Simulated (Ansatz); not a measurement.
**Run report: C2H6AlFO, frequency calculation**

System: C2H6AlFO.
Method: RKS PBE0-D4/def2-TZVP (Ansatz 0.2.0).

The geometry comes from this level: PBE0-D4/def2-TZVP. Figures and captions count atoms from 1; the log counts them from 0 in places.

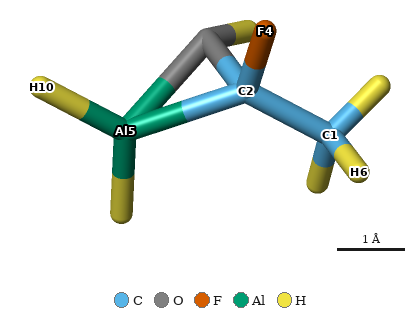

**Figure 1.** The structure as given in the input (stick view, seen at a tilt; atoms are numbered from 1 in the order of the input). Sticks mark near contacts.

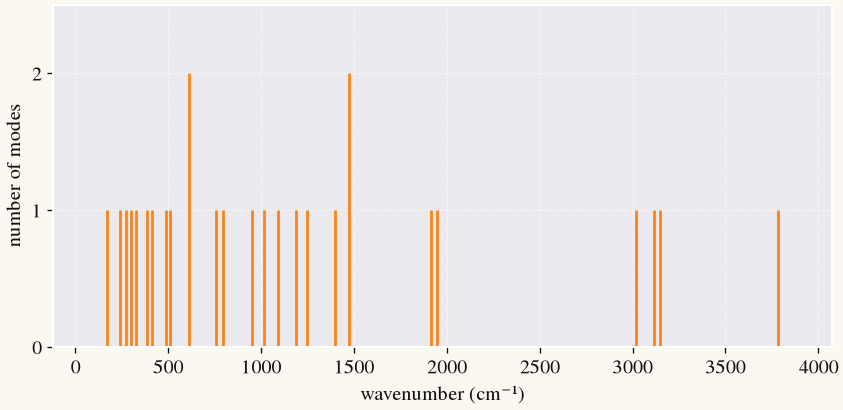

**Figure 2.** Harmonic vibrational wavenumbers from the force constants; neighbouring modes closer than 16 cm⁻¹ are counted in one stick. 27 modes from 171 to 3786 cm⁻¹, none imaginary.

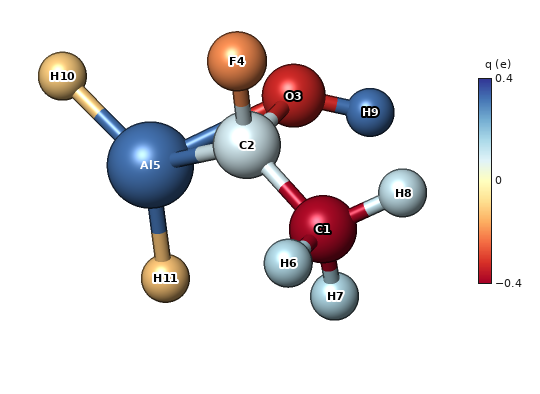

**Figure 3.** Mulliken charges, as the colour of each atom (ball-and-stick view, seen at a tilt; atoms are numbered from 1 in the order of the input; Mulliken charges depend strongly on the basis). By element: C −0.38 to +0.09, O −0.33, F −0.20, Al +0.32 and H −0.12 to +0.32 e.

The input and output of the run follow.

## The input
```yaml
crystal:
  periodic: [false, false, false]
  atoms:
    - {symbol: C, position_ang: [-1.007236, -0.558145, 0.828655]}
    - {symbol: C, position_ang: [-0.278763, 0.512432, 0.080198]}
    - {symbol: O, position_ang: [1.180978, 0.435291, 0.362462]}
    - {symbol: F, position_ang: [-0.690376, 1.733136, 0.537885]}
    - {symbol: Al, position_ang: [0.779649, 0.240707, -1.561014]}
    - {symbol: H, position_ang: [-2.075908, -0.474276, 0.627302]}
    - {symbol: H, position_ang: [-0.680138, -1.548996, 0.508035]}
    - {symbol: H, position_ang: [-0.857550, -0.452211, 1.911678]}
    - {symbol: H, position_ang: [1.405820, -0.133112, 1.109040]}
    - {symbol: H, position_ang: [1.362728, 1.463322, -2.374103]}
    - {symbol: H, position_ang: [0.926195, -1.275047, -2.009540]}
basis:
  gaussian: {orbitals: def2-TZVP}
hamiltonian: {xc: pbe0, dispersion: d4}
phonons: {temperatures: {t_min: 298.15, t_max: 900, t_step: 200}}
```

Run as:
```bash
ansatz run in.yaml --threads 4 --pin off --events-out ev --progress --plain --max-ram 10444MiB
```

## Log
```
Functional definition: PBE0
  name "PBE0"
  cite "Adamo & Barone, J. Chem. Phys. 110, 6158 (1999) doi:10.1063/1.478522"
  cite "Perdew, Burke & Ernzerhof, Phys. Rev. Lett. 77, 3865 (1996) doi:10.1103/PhysRevLett.77.3865"
  parent pbe
  parameter a = 0.25
  parameter kappa = 0.804
  parameter beta = 0.06672455060314922
  exchange = (1 - a)*pbe_x(kappa = kappa, mu = beta*pi^2/3) + a*exact_x
  correlation = pbe_c(beta = beta)
1210 factors; their error is unknown
mean field evaluation 1: about -13518.1711 eV, gradient 5.8e1 eV
mean field evaluation 2: about -13514.8841 eV, gradient 7.1e1 eV
mean field evaluation 4: about -13524.6296 eV, gradient 3.6e0 eV
mean field evaluation 8: about -13524.6517 eV, gradient 4.9e-2 eV
mean field evaluation 16: about -13524.6691 eV, gradient 1.0e-4 eV
mean field -13524.66908803 eV, -497.0224216351 hartree, gradient 1.8e-5 eV, S^2 0.000000; 0 other end points of the search recorded, 0 dependent functions left out
the calculation of the forces begins
reference -13524.66912267 eV, -497.0224229081 hartree; 24, 24 occupied and 173, 173 virtual orbitals, 1210 factors
these checks for a lower state are left out or cut short: stability, starts, cluster_reference, orbital_swaps, neighbouring_geometries, increment
1210 factors; their error is unknown
mean field -13524.66890483 eV, -497.0224149028 hartree, gradient 1.4e-6 eV, S^2 0.000000; 0 other end points of the search recorded, 0 dependent functions left out
[... from here on the field's lines of each further geometry are left out, up to the last ...]
the calculation of the forces begins
reference -13524.66910420 eV, -497.0224222292 hartree; 24, 24 occupied and 173, 173 virtual orbitals, 1210 factors
these checks for a lower state are left out or cut short: stability, starts, cluster_reference, orbital_swaps, neighbouring_geometries, increment
1210 factors; their error is unknown
mean field evaluation 480: about -13524.6691 eV, gradient 1.4e-6 eV
mean field -13524.66909233 eV, -497.0224217932 hartree, gradient 1.4e-6 eV, S^2 0.000000; 0 other end points of the search recorded, 0 dependent functions left out
the calculation of the forces begins
reference -13524.66912697 eV, -497.0224230663 hartree; 24, 24 occupied and 173, 173 virtual orbitals, 1210 factors
Total energy: -13524.83903965 eV, -497.0286672419 hartree
Atom 0 at    -1.007236    -0.558145     0.828655 Å, force     0.000240    -0.000103     0.000998 eV/Å
Atom 1 at    -0.278763     0.512432     0.080198 Å, force    -0.001453    -0.001440     0.001608 eV/Å
Atom 2 at     1.180978     0.435291     0.362462 Å, force    -0.003615     0.001698    -0.002645 eV/Å
Atom 3 at    -0.690376     1.733136     0.537885 Å, force     0.001754     0.000244    -0.001027 eV/Å
Atom 4 at     0.779649     0.240707    -1.561014 Å, force    -0.000221     0.001945    -0.000340 eV/Å
Atom 5 at    -2.075908    -0.474276     0.627302 Å, force     0.001422    -0.000256    -0.001017 eV/Å
Atom 6 at    -0.680138    -1.548996     0.508035 Å, force    -0.000764    -0.000064     0.000531 eV/Å
Atom 7 at    -0.857550    -0.452211     1.911678 Å, force     0.000461     0.000452    -0.000619 eV/Å
Atom 8 at     1.405820    -0.133112     1.109040 Å, force     0.001449    -0.002287     0.002273 eV/Å
Atom 9 at     1.362728     1.463322    -2.374103 Å, force     0.000239    -0.000648    -0.000119 eV/Å
Atom 10 at     0.926195    -1.275047    -2.009540 Å, force     0.000486     0.000459     0.000358 eV/Å
Dipole moment:    -0.009544    -0.457152     0.396594 e Å
Vibrations: 171.17 241.00 271.91 300.75 329.60 388.56 413.68 488.38 508.39 607.15 614.18 758.65 793.93 951.42 1017.40 1089.83 1185.76 1250.07 1400.43 1467.06 1479.75 1915.42 1948.79 3017.37 3115.37 3150.00 3785.59 cm⁻¹, zero-point energy 2.024761 eV
```

## Summary

| quantity | value |
| --- | --- |
| outcome | converged |
| total energy | −13524.8390 eV |
| mean-field energy | −13524.6691 eV |
| dispersion energy | −0.1699 eV |
| largest force (length of the vector) | 0.005 eV/Å |
| dipole moment | 2.91 D |
| hardware | 4 threads of Arm Neoverse V1, 23 GiB of memory available, shared host |
| wall time | 2.6 min (CPU time 9.7 min) |
| peak memory | 0.48 GiB |
